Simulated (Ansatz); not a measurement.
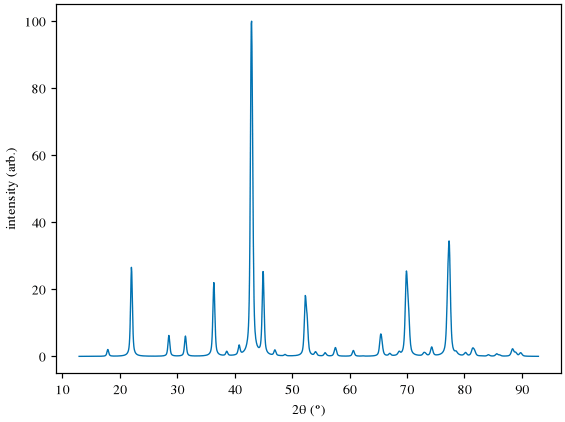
Figure. Simulated powder pattern, Fe Kα, λ = 1.93735 Å

The pattern belongs to a structure relaxed with PBE (plane waves, PAW; program Ansatz).

Which of these materials gives this?
A) Zn2SnO4, P4_122 (Pearson symbol tP28)
B) SnGe, rock salt
C) NiO, CsCl type
D) NiO, P4/nmm (Ni on 2c, O on 2a)

A, Zn2SnO4, P4_122 (Pearson symbol tP28)

The start of the workflow was typed in or built on a structure type; neither database checked (COD, Materials Project) lists it. Whether it is the stable phase at ambient conditions was not checked. The PBE relaxation kept the symmetry of its start; whether a distortion lowers the energy is not shown. Scalar-relativistic: spin–orbit coupling is off unless named, which matters more the heavier the elements.

Potentials: the later of the program's two PAW sets.
